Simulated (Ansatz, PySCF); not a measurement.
HF (SMILES F) and AsH3 (SMILES [AsH3]) are pulled apart as rigid monomers along the line of their centres of mass, from the B3LYP-D3(BJ)/def2-TZVP minimum. Starting geometry (charge 0, multiplicity 1):
```
atom    x (Å)    y (Å)    z (Å)
----  -------  -------  -------
F      0.3919  -0.7698  -0.4188
H      0.3315  -0.4354   0.4541
As     0.1790   0.4219   2.6851
H      1.3557   1.0807   3.3815
H     -0.1715  -0.4591   3.8703
H     -0.8016   1.5157   3.0668
```

Interaction energies with rigid monomers; basis-set methods are counterpoise corrected unless marked otherwise.

Correlated levels freeze the cores. Filled d and f shells under p-block atoms count as core. Rows in 6-31G* carry no dispersion term and start afresh at each structure (6-31G* with six Cartesian d functions); the Pople sets are all-electron and without relativity.

Programs: Ansatz (Gaussian orbitals); PySCF for 6-31G* rows, the dispersion terms. Values without a source in brackets are computed.

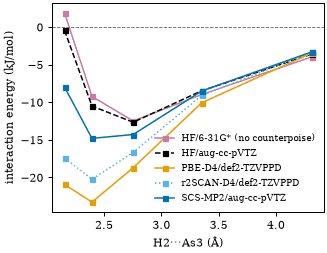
Interaction energy against separation

Which level binds most strongly at H2···As3 = 2.39, and by how much?

PBE-D4/def2-TZVPPD, -23 kJ/mol.

Ansatz is a program for electronic structure.
